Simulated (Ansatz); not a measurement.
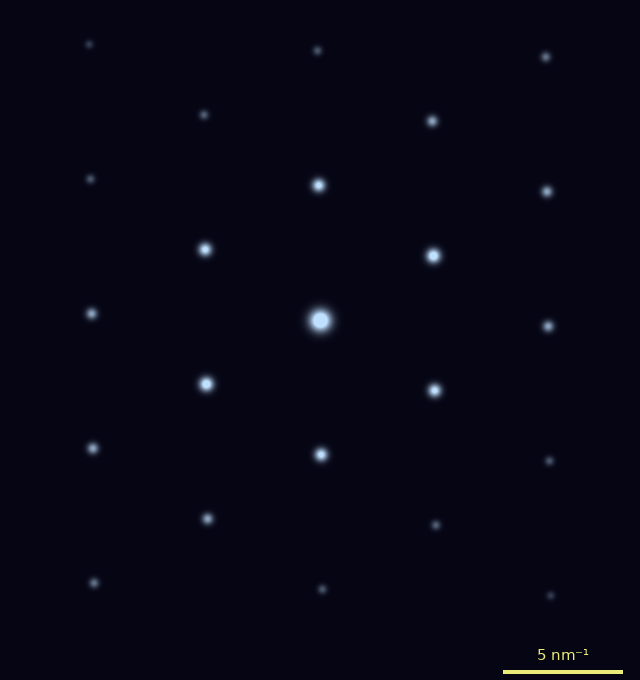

The pattern is a kinematic simulation for 120 kV electrons (no multiple scattering; isotropic B = 0.3 Å²).

It belongs to As, space group R-3m (No. 166), a = 3.64 Å, c = 21.19 Å (hexagonal axes). Structure: the input geometry of an electronic-structure calculation (not necessarily at equilibrium).

Which low-index zone axis gives this pattern?

The spots form a centred rectangular net whose two shortest vectors correspond to d = 1.82 Å and 1.76 Å, 61.0° apart. They index as 2 -1 0 and 1 1 -3, so the zone axis is [121] (or an equivalent direction of <121>). The zone [001] gives nearly the same net, so geometry alone does not settle it; this pattern was computed for [121].
